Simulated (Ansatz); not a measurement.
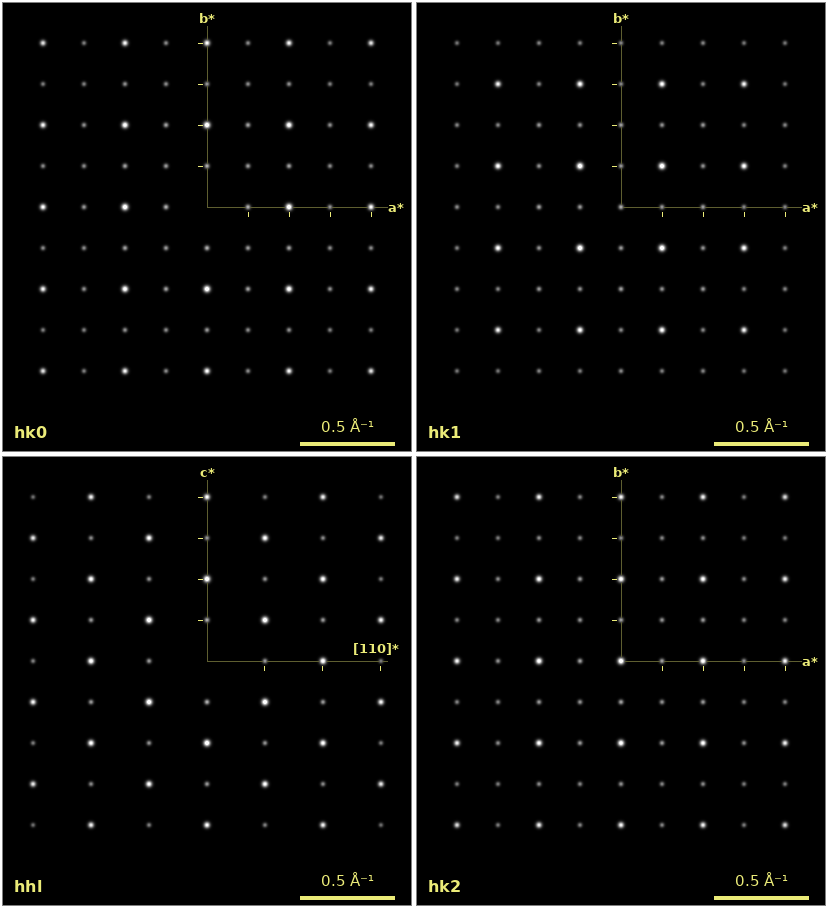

Simulated precession-type sections (X-rays; kinematic intensities, B = 0.5 Å²). The ticks mark integer indices of the conventional cell.

What cell do the layers give?

a* = 0.220, b* = 0.220, c* = 0.220 Å⁻¹; the cell is cubic with a = 4.55 Å.

List the systematic absences.

Reflections are present only under these conditions. hkl: no condition; hk0: no condition; hhl: no condition; h00: no condition. The lattice is primitive (P).

Which space groups fit?

The intensities have Laue symmetry m-3m (the hk0 layer shows 4mm, hk1 shows 4mm). With these conditions the candidates are P432 (No. 207), P-43m (No. 215), Pm-3m (No. 221). Diffraction geometry alone does not choose among them; the structure has Pm-3m. The compound is Au3ClO. Structure: the geometry relaxed with DFT PBE, scalar-relativistic, plane waves, PAW (Ansatz 0.2.0); the starting structure was generated, so it need not be a known form of this composition.
